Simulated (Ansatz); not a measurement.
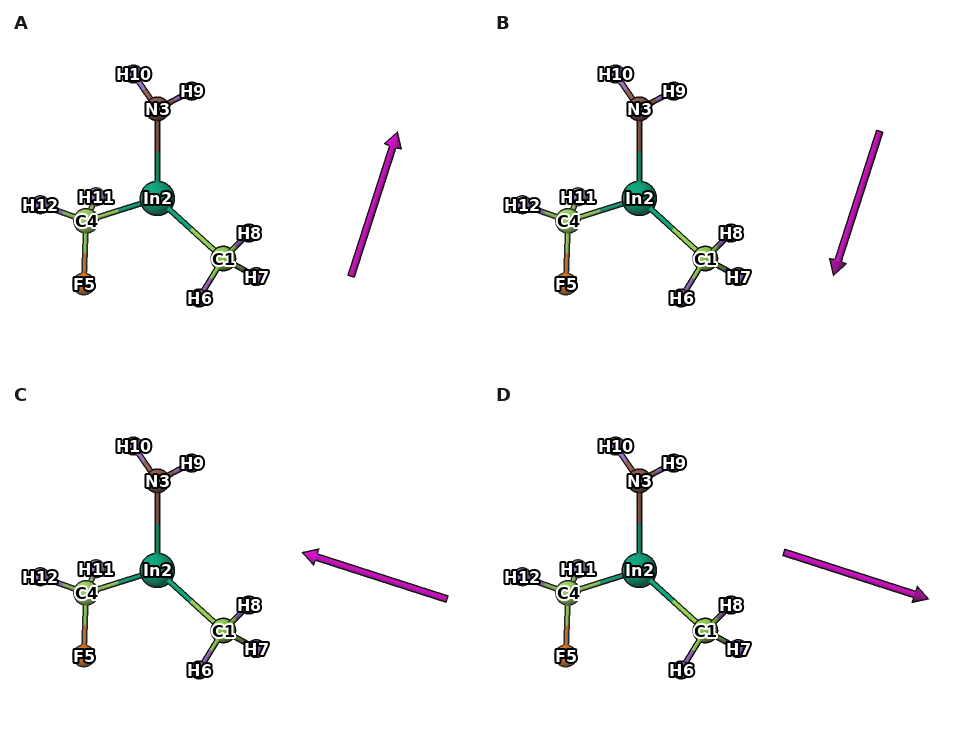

The same molecule four times, each with an arrow. The computed structure is the end point of a PBE-D4/def2-SVP optimisation. No frequency run is at hand to confirm it as a minimum. Properties computed with RKS PBE-D4/def2-SVP, core potentials on In (Ansatz 0.2.0).

Which arrow points along the dipole moment, from the negative to the positive end?

A. The dipole moment is 1.80 D; it points from the side of F5 to the side of H9, H10 (the outermost atoms at the two ends).
